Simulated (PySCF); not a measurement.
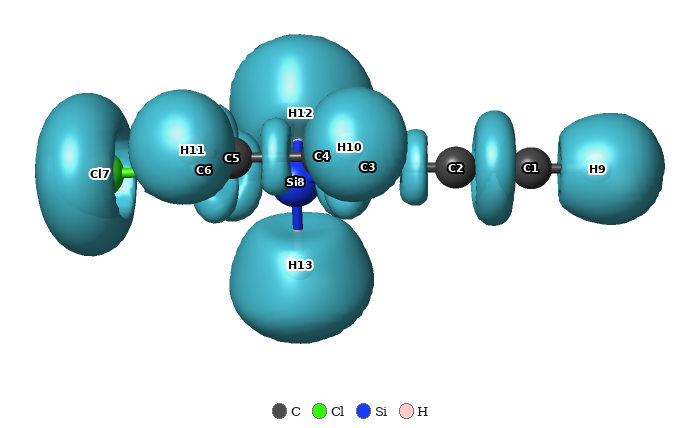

C6H5ClSi (SMILES C#CC1=CC=C(Cl)[SiH2]1). Isosurface of the electron localisation function at 0.8 (cyan), seen from one side. Only the valence region is drawn (cores and ρ < 0.01 e/Å³ removed).

Geometry: GFN2-xTB.

All numbers below come from PySCF, PBE0/pcSseg-1, SCF density, gas phase, non-relativistic.

The calculation's input:

```
{"job": {"kind": "nmr", "xc": "PBE0", "basis": "pcSseg-1"}, "charge": 0, "multiplicity": 1}
C      3.161451    -0.698575     0.474934
C      2.011178    -0.372629     0.333184
C      0.663912    -0.046221     0.167578
C      0.188771     1.219524     0.100403
C     -1.236268     1.377951    -0.074671
C     -1.931843     0.232036    -0.152362
Cl    -3.635331     0.181895    -0.361171
Si    -0.777676    -1.271298    -0.001279
H      4.168497    -0.964143     0.599348
H      0.821062     2.092578     0.172581
H     -1.672506     2.363675    -0.136089
H     -0.733078    -2.064697    -1.225946
H     -1.032559    -2.049608     1.207172
```

Command:

```sh
OMP_NUM_THREADS=1 python probes_run.py task.json out
```

**What do the ELF domains correspond to?**

The ELF exceeds this value in five regions between bonded C–C atoms (shared pairs), one region between bonded C–Cl atoms (shared pairs), two regions between bonded C–Si atoms (shared pairs), five regions around hydrogen nuclei and one ring or bowl of non-bonding electrons around Cl. Profiles from the grid: C–C (1.20 Å): the ELF peaks at about 0.85 between the atoms (a short, multiple covalent bond). C–Cl (1.72 Å): the ELF peaks at about 0.90 between the atoms, as expected for localised, covalent bonding.
